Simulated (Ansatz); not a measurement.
CH$_{6}$AlFO$_{2}$: nudged elastic band

- system: CH$_{6}$AlFO$_{2}$
- method: RKS B3LYP/def2-SVP (Ansatz 0.2.0)

One setting was made poor on purpose. It belongs to a series of runs on one base structure; here: an input spoilt on purpose.

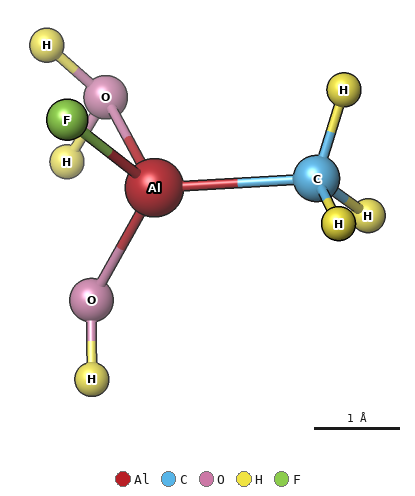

Figure 1. The structure as given in the input (ball-and-stick view, seen at a tilt). Sticks mark near contacts. Bond lengths as drawn: Al–C 1.95 Å, Al–F 1.69 Å, Al–O 1.74 to 2.00 Å, C–H 1.10 Å and H–O 0.96 to 0.98 Å.

### Input
```yaml
crystal:
  periodic: [false, false, false]
  atoms:
    - { symbol: Al, position_ang: [-0.076473, 0.119986, 0.438736] }
    - { symbol: C, position_ang: [1.069493, 1.139801, -0.763078] }
    - { symbol: O, position_ang: [-1.540551, -0.858997, -0.501894] }
    - { symbol: O, position_ang: [0.340003, -1.457759, 1.051082] }
    - { symbol: H, position_ang: [-2.385255, -0.583707, -0.108417] }
    - { symbol: F, position_ang: [-1.127775, 0.999745, 1.43101] }
    - { symbol: H, position_ang: [0.483312, 1.857293, -1.363653] }
    - { symbol: H, position_ang: [1.808782, 1.732527, -0.195357] }
    - { symbol: H, position_ang: [1.632874, 0.499651, -1.463193] }
    - { symbol: H, position_ang: [-1.307471, -1.719556, -0.090001] }
    - { symbol: H, position_ang: [1.102959, -1.729185, 1.564665] }
basis:
  gaussian: { orbitals: def2-SVP }
hamiltonian:
  xc: b3lyp
neb:
  order_check: false
  images: 8
  f_tol: 0.05
  max_iterations: 8
  climbing: false
  final_atoms:
    - { symbol: Al, position_ang: [-0.583804, -0.88147444, 0.69018649] }
    - { symbol: C, position_ang: [0.65522409, 1.26392792, -0.76497299] }
    - { symbol: O, position_ang: [-1.40808822, -1.46897323, -0.66675013] }
    - { symbol: O, position_ang: [0.87824638, -1.62969165, 1.11518248] }
    - { symbol: H, position_ang: [-0.14681519, 1.51094552, -0.05098273] }
    - { symbol: F, position_ang: [-1.30338465, 0.2342966, 1.70426442] }
    - { symbol: H, position_ang: [0.22972952, 1.05247495, -1.75452601] }
    - { symbol: H, position_ang: [1.33325995, 2.12759319, -0.82051465] }
    - { symbol: H, position_ang: [1.24419986, 0.39723692, -0.42084863] }
    - { symbol: H, position_ang: [-2.29241333, -1.19820946, -0.92638291] }
    - { symbol: H, position_ang: [1.39374359, -1.40832731, 1.89524464] }
  initial_path: idpp
  optimiser: quickmin
```

Machine: 2 threads of Arm Neoverse V1, 24 GiB of memory available, shared host.

Run as:
```bash
ansatz run input.yaml --threads 2 --pin off --max-ram 3072MiB --backend cpu --events-out ev --progress --plain --runs-dir out
```

### What the program printed
```
Error: YAML parse error: error: line 38 column 14: unknown variant `quickmin`, expected one of quadratic_models, fire, lbfgs
  --> <input>:38:14
   |
36 |     - { symbol: H, position_ang: [1.39374359, -1.40832731, 1.89524464] }
37 |   initial_path: idpp
38 |   optimiser: quickmin
   |              ^ unknown variant `quickmin`, expected one of quadratic_models, fire, lbfgs
```

### Outcome

| quantity | value |
| --- | --- |
| outcome | refused by the program |

### Diagnosis

The program refused the input: “YAML parse error: error: line 38 column 14: unknown variant `quickmin`, expected one of quadratic_models, fire, lbfgs --> <input>:38:14 | 36 | - { symbol: H, position_ang: [1.39374359, -1.40832731, 1.89524464] } 37 | initial_path: idpp 38 | optimiser: quickmin | ^ unknown variant `quickmin`, expected one of …” A deliberately poor setting: bad input.
